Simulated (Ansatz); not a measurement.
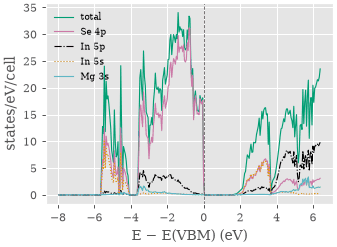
Fig. 1. Total and projected density of states of MgIn₂Se₄ in space group P-1 (No. 2; Pearson symbol aP28), plane-wave PAW r²SCAN (Ansatz code)

Q: Which orbitals carry the states next to the gap?

A: Top 1 eV of the valence band: Se 4p 95 %. Bottom 1 eV of the conduction band: In 5s 40 %, Se 4p 37 %, In 5p 9 %, Se 4s 7 %. Projections are on Löwdin-orthogonalised atomic valence shells; empty p or d shells of many metals are not among them.

Q: Where is the tallest occupied peak in this window, and what makes it?

A: Near -1.4 eV, about 34 states/eV per cell; the largest projected share is Se 4p.

The first step of the workflow began from a Materials Project structure, measured or hypothetical; the Crystallography Open Database copy checked does not list it. With Mg and In taken as one species the cell has the higher symmetry R-3m, so it may be an ordered model of a mixed-site phase. Whether it is the stable phase at ambient conditions was not checked. Symmetry was held in the r²SCAN relaxation; its stability against distortions is not shown here. A crystal of weakly bound layers computed without a dispersion correction: the cell and the soft elastic constants depend strongly on that. Scalar-relativistic: spin–orbit coupling is off unless named, which matters more the heavier the elements.

Potentials: the later of the program's two PAW sets.
